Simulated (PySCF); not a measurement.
# Ar(2+): dipole response in aug-cc-pCVQZ-DK

Aim: the static polarisability and the C₆ coefficient of Ar(2+), method by method.

Method: unrestricted determinants in a Gaussian basis, no spin-orbit coupling in the energies. Code: PySCF 2.14.0.

### 1 What is computed

| Quantity | Value |
| --- | --- |
| Element | argon (Z = 18) |
| Basis | aug-cc-pCVQZ-DK (10s9p7d5f3g, 134 functions) |
| Hamiltonian | scalar relativity by spin-free X2C-1e |
| State 1 | Ar(2+): [Ne] 3s2 3p4, high-spin 3P determinant |
| Methods | UHF, PBE, PBE0, M06-2X |

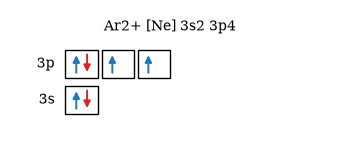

Occupation of the outer shells (arrows by Hund's rule).

One driver process ran all states and methods and kept the integrals in memory. Each run is shown as a PySCF script that sums up its settings (the driver passes frozen orbitals as a list and adds second-order terms of double hybrids); the logs are those of the runs themselves. The driver starts from symmetry-adapted Hartree-Fock orbitals, holds the occupation by maximum overlap and uses a logarithmic radial grid for functionals, so a plain start would take other cycles.

The integrals over 134 functions and the set-up took 2.1 s of CPU time.

### 2 Ar(2+), method by method

Level: UHF.

input.py reads:

```python
from pyscf import gto, scf, dft, mp, cc
import basis_set_exchange as bse
mol = gto.M(atom="Ar 0 0 0", charge=2, spin=2, symmetry="D2h",
            basis=gto.basis.parse(bse.get_basis("aug-cc-pCVQZ-DK", elements=["Ar"], fmt="nwchem")),
            nucmod="G")
mf = scf.UHF(mol).sfx2c1e()
mf.irrep_nelec = {'Ag': (3, 3), 'B1u': (2, 1), 'B2u': (2, 2), 'B3u': (2, 1)}
mf.kernel()
```

Standard output:

```text
damping factor = 0
level_shift factor = 0
DIIS = <class 'pyscf.scf.diis.CDIIS'>
diis_start_cycle = 1
diis_space = 10
diis_damp = 0
SCF conv_tol = 1e-09
SCF conv_tol_grad = None
number electrons alpha = 9  beta = 7
cycle= 1 E= -527.122658129983  delta_E= -0.00716  |g|= 0.0393  |ddm|= 0.0537
cycle= 2 E= -527.123542947588  delta_E= -0.000885  |g|= 0.0148  |ddm|= 0.0244
cycle= 3 E= -527.123692405668  delta_E= -0.000149  |g|= 0.000749  |ddm|= 0.0147
cycle= 4 E= -527.123692755633  delta_E= -3.5e-07  |g|= 0.000156  |ddm|= 0.00179
cycle= 5 E= -527.123692770669  delta_E= -1.5e-08  |g|= 3.43e-05  |ddm|= 0.000554
cycle= 6 E= -527.123692771253  delta_E= -5.84e-10  |g|= 4.78e-06  |ddm|= 0.00012
converged SCF energy = -527.123692771253  <S^2> = 2.0098885  2S+1 = 3.0065851
```

It used 60 s of CPU time after the integrals (shared host).

Orbital energies by shell (radii are means over both spins):

| shell | electrons | mean orbital energy (eV) | spread (eV) | rms radius (bohr) |
| --- | --- | --- | --- | --- |
| 1s α | 1 | -3271.7 | 0 | 0.0991 |
| 1s β | 1 | -3270.8 | 0 | 0.0991 |
| 2s α | 1 | -368.05 | 0 | 0.446 |
| 2s β | 1 | -367.22 | 0 | 0.446 |
| 2p α | 3 | -291.20 | 0.915 | 0.416 |
| 2p β | 3 | -289.63 | 0.774 | 0.416 |
| 3s α | 1 | -63.917 | 0 | 1.43 |
| 3s β | 1 | -55.967 | 0 | 1.43 |
| 3p α | 3 | -43.568 | 2.574 | 1.59 |
| 3p β | 1 | -40.442 | 0 | 1.59 |

⟨S²⟩ = 2.010, ⟨L²⟩ = 2.03.

The driver then solved the coupled dipole response at imaginary frequencies: mean α = 4.782 bohr³ (xx, yy, zz: 4.840, 4.665, 4.840), C₆ = 16.76 au for a like pair.

Level: PBE.

input.py differs from the last one in:

```diff
@@ -5,3 +5,3 @@
             nucmod="G")
-mf = scf.UHF(mol).sfx2c1e()
+mf = dft.UKS(mol, xc="PBE").sfx2c1e()
 mf.irrep_nelec = {'Ag': (3, 3), 'B1u': (2, 1), 'B2u': (2, 2), 'B3u': (2, 1)}
```

Standard output:

```text
damping factor = 0
level_shift factor = 0
DIIS = <class 'pyscf.scf.diis.CDIIS'>
diis_start_cycle = 1
diis_space = 10
diis_damp = 0
SCF conv_tol = 1e-09
SCF conv_tol_grad = None
number electrons alpha = 9  beta = 7
XC functionals = PBE
    J. P. Perdew, K. Burke, and M. Ernzerhof.,  Phys. Rev. Lett. 77, 3865 (1996)
    J. P. Perdew, K. Burke, and M. Ernzerhof.,  Phys. Rev. Lett. 78, 1396 (1997)
    J. P. Perdew, K. Burke, and M. Ernzerhof.,  Phys. Rev. Lett. 77, 3865 (1996)
    J. P. Perdew, K. Burke, and M. Ernzerhof.,  Phys. Rev. Lett. 78, 1396 (1997)
cycle= 1 E= -527.580200802633  delta_E= -0.0135  |g|= 0.0209  |ddm|= 0.773
cycle= 2 E= -527.580321406379  delta_E= -0.000121  |g|= 0.00435  |ddm|= 0.0511
cycle= 3 E= -527.580327230113  delta_E= -5.82e-06  |g|= 0.00151  |ddm|= 0.0146
cycle= 4 E= -527.58032758986  delta_E= -3.6e-07  |g|= 0.000271  |ddm|= 0.0037
cycle= 5 E= -527.580327599286  delta_E= -9.43e-09  |g|= 1.27e-05  |ddm|= 0.000334
cycle= 6 E= -527.580327599328  delta_E= -4.15e-11  |g|= 1.3e-06  |ddm|= 2.83e-05
converged SCF energy = -527.580327599328  <S^2> = 2.0030492  2S+1 = 3.0020321
```

It used 13 s of CPU time after the integrals (shared host).

The driver then solved the coupled dipole response at imaginary frequencies: mean α = 4.819 bohr³ (xx, yy, zz: 4.843, 4.770, 4.843), C₆ = 16.92 au for a like pair.

Level: PBE0.

input.py differs from the last one in:

```diff
@@ -5,3 +5,3 @@
             nucmod="G")
-mf = dft.UKS(mol, xc="PBE").sfx2c1e()
+mf = dft.UKS(mol, xc="PBE0").sfx2c1e()
 mf.irrep_nelec = {'Ag': (3, 3), 'B1u': (2, 1), 'B2u': (2, 2), 'B3u': (2, 1)}
```

Standard output:

```text
damping factor = 0
level_shift factor = 0
DIIS = <class 'pyscf.scf.diis.CDIIS'>
diis_start_cycle = 1
diis_space = 10
diis_damp = 0
SCF conv_tol = 1e-09
SCF conv_tol_grad = None
number electrons alpha = 9  beta = 7
XC functionals = PBE0
    C. Adamo and V. Barone.,  J. Chem. Phys. 110, 6158 (1999)
    M. Ernzerhof and G. E. Scuseria.,  J. Chem. Phys. 110, 5029 (1999)
cycle= 1 E= -527.61733664558  delta_E= -0.00954  |g|= 0.0193  |ddm|= 0.573
cycle= 2 E= -527.617486126766  delta_E= -0.000149  |g|= 0.00366  |ddm|= 0.036
cycle= 3 E= -527.61749250132  delta_E= -6.37e-06  |g|= 0.00114  |ddm|= 0.00824
cycle= 4 E= -527.61749278493  delta_E= -2.84e-07  |g|= 0.000275  |ddm|= 0.00295
cycle= 5 E= -527.617492794291  delta_E= -9.36e-09  |g|= 1.11e-05  |ddm|= 0.000334
cycle= 6 E= -527.617492794331  delta_E= -4.01e-11  |g|= 1.26e-06  |ddm|= 3.69e-05
converged SCF energy = -527.617492794331  <S^2> = 2.0040934  2S+1 = 3.0027277
```

CPU time 73 s on a shared host, the integrals not counted.

The driver then solved the coupled dipole response at imaginary frequencies: mean α = 4.786 bohr³ (xx, yy, zz: 4.820, 4.717, 4.820), C₆ = 16.76 au for a like pair.

Level: M06-2X.

input.py differs from the last one in:

```diff
@@ -5,3 +5,3 @@
             nucmod="G")
-mf = dft.UKS(mol, xc="PBE0").sfx2c1e()
+mf = dft.UKS(mol, xc="M062X").sfx2c1e()
 mf.irrep_nelec = {'Ag': (3, 3), 'B1u': (2, 1), 'B2u': (2, 2), 'B3u': (2, 1)}
```

Standard output:

```text
damping factor = 0
level_shift factor = 0
DIIS = <class 'pyscf.scf.diis.CDIIS'>
diis_start_cycle = 1
diis_space = 10
diis_damp = 0
SCF conv_tol = 1e-09
SCF conv_tol_grad = None
number electrons alpha = 9  beta = 7
XC functionals = M062X
    Y. Zhao and D. G. Truhlar.,  Theor. Chem. Acc. 120, 215 (2008)
    Y. Zhao and D. G. Truhlar.,  Theor. Chem. Acc. 120, 215 (2008)
cycle= 1 E= -527.780379652111  delta_E= -0.0118  |g|= 0.0416  |ddm|= 1.45
cycle= 2 E= -527.780556137365  delta_E= -0.000176  |g|= 0.00753  |ddm|= 0.0427
cycle= 3 E= -527.780567192081  delta_E= -1.11e-05  |g|= 0.00225  |ddm|= 0.0257
cycle= 4 E= -527.780568112682  delta_E= -9.21e-07  |g|= 0.000303  |ddm|= 0.00486
cycle= 5 E= -527.780568159651  delta_E= -4.7e-08  |g|= 1.94e-05  |ddm|= 0.000756
cycle= 6 E= -527.780568159759  delta_E= -1.08e-10  |g|= 1.99e-06  |ddm|= 8.08e-05
converged SCF energy = -527.780568159759  <S^2> = 2.0034309  2S+1 = 3.0022864
```

It used 1.7 min of CPU time after the integrals (shared host).

The driver then solved the coupled dipole response at imaginary frequencies: mean α = 4.843 bohr³ (xx, yy, zz: 4.912, 4.705, 4.912), C₆ = 16.70 au for a like pair.

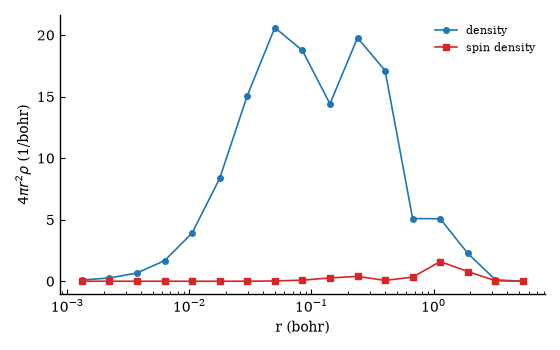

Radial density 4πr²ρ of Ar(2+) at UHF, at 17 stored radii joined by straight lines.

### 3 Polarisabilities and C₆

Ar(2+), in atomic units:

| method | mean α | C₆ (like pair) | S(−4) |
| --- | --- | --- | --- |
| UHF | 4.782 | 16.76 | 5.573 |
| PBE | 4.819 | 16.92 | 5.648 |
| PBE0 | 4.786 | 16.76 | 5.553 |
| M06-2X | 4.843 | 16.70 | 6.072 |

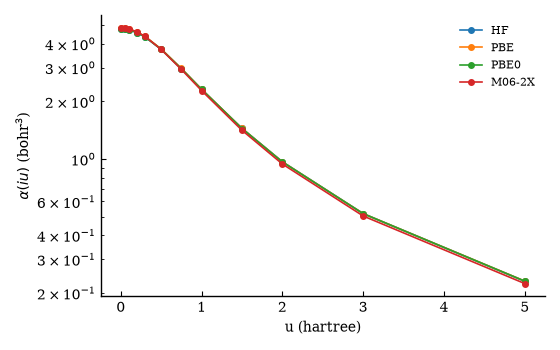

α(iu) of Ar(2+), the polarisability at imaginary frequency, on a logarithmic scale.

### 4 Results

| quantity | value |
| --- | --- |
| α of Ar(2+) | 4.782 (UHF) to 4.843 (M06-2X) bohr³ |

A single London oscillator with the computed α and C₆ of Ar(2+) at UHF would have ω = 4 C₆ / (3 α²) = 0.977 hartree. All values hold for this basis alone; no basis-set limit was taken.
